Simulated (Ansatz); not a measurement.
**CH4F3NSn (SMILES C[NH][Sn]([F])([F])[F]): density, localisation and related maps**

```xyz
10

C    -1.6496    1.2403   -0.4131
F    -0.2357    0.8278    3.8983
F     1.3638    0.4781    1.2528
F    -0.5591   -1.6709    2.2315
N    -1.6908    1.2669    1.0402
Sn   -0.3454    0.2332    2.0826
H    -2.1736    2.1252   -0.8095
H    -2.1012    0.3420   -0.8717
H    -0.6067    1.3070   -0.7565
H    -2.6299    1.2197    1.4270
```

Geometry: PBE0-D4/def2-SVP; core potentials replace the inner electrons of Sn.

The calculation used isolated molecule in a Gaussian basis; Kohn-Sham density functional theory, functional PBE0 in Ansatz 0.2.0.

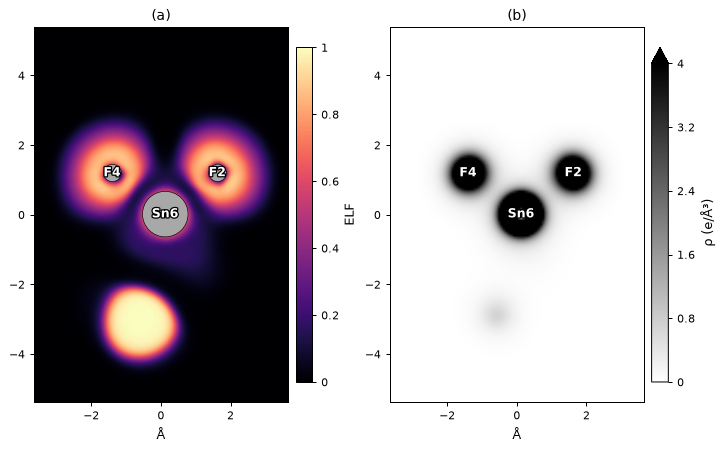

Figure 1. (a) electron localisation function; (b) electron density on the plane of atoms F2, Sn6 and F4. Grey discs cover the atomic cores in the ELF map.

### What do the fields say about this system?

Atoms in the plane: F and Sn.
Sn–F (1.91 Å): ρ at the midpoint is about 0.78 e/Å³; the ELF peaks at about 0.80 in the valence shell of F, 0.5 Å from its nucleus, and drops to about 0.10 between the two atoms.
The ELF also peaks beside F4 and F2, away from the bonds: lone-pair regions.

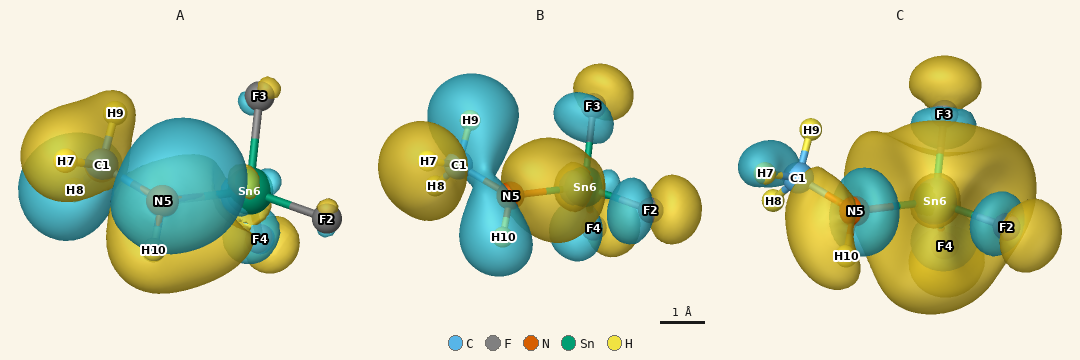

Figure 2. Three frontier orbitals at ±0.06 Å⁻³ᐟ² (yellow and cyan are the two phases), in no order.

### Which picture is the HOMO−1, the HOMO and the LUMO?

B is the HOMO−1 (−10.74 eV). By Hirshfeld shares it lies mainly on N5 (about 25 %), C1 (about 20 %), H9 (about 10 %), Sn6 (about 10 %), F2 (about 10 %) and H7 (about 10 %). A is the HOMO (−8.18 eV). Its weight (Hirshfeld) is mainly on N5 (about 60 %), C1 (about 10 %), Sn6 (about 10 %) and H8 (about 5 %). C is the LUMO (−2.69 eV). Its weight (Hirshfeld) is mainly on Sn6 (about 45 %), N5 (about 15 %), F4 (about 10 %), F2 (about 10 %) and F3 (about 10 %).

### What is the HOMO–LUMO gap?

5.49 eV between the orbital energies.

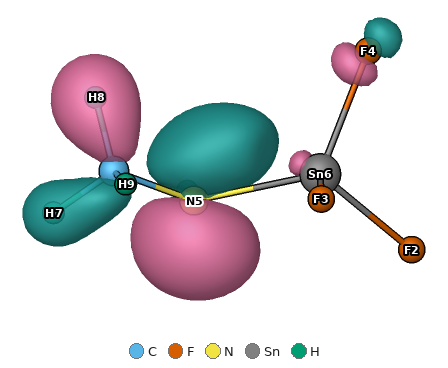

Figure 3. The HOMO at ±0.15 Å⁻³ᐟ² (teal and pink are the two phases), seen from one side.

### Describe this orbital and give its energy.

Its weight (Hirshfeld) is mainly on N5 (about 60 %), C1 (about 10 %), Sn6 (about 10 %) and H8 (about 5 %). Its energy is −8.18 eV.
